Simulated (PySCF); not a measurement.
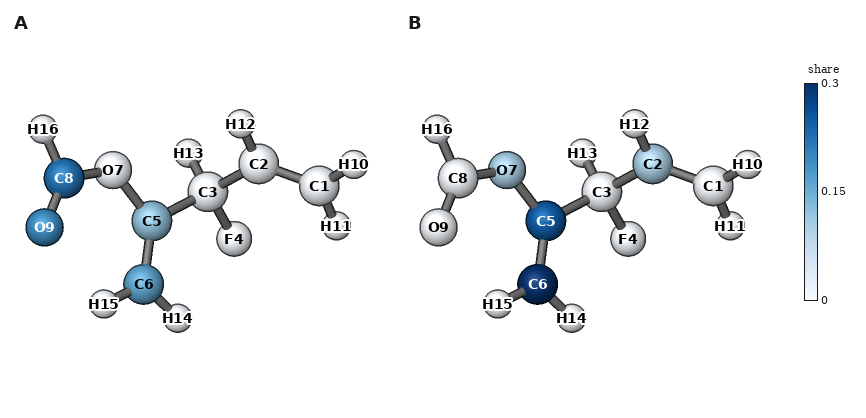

Each panel colours the atoms by their Löwdin share in one orbital (up to four of the largest shares; other atoms are shown as zero). The computed structure is the end point of a GFN2-xTB optimisation. No frequency run is at hand to confirm it as a minimum. Method: ωB97X-D/def2-SVPD (PySCF 2.14.0).

### The panels show the HOMO, LUMO, in some order. Which is which?

A: LUMO, 0.96 eV; C8 0.22, O9 0.19, C6 0.16, C5 0.12
B: HOMO, −9.49 eV; C6 0.30, C5 0.25, O7 0.10, C2 0.10
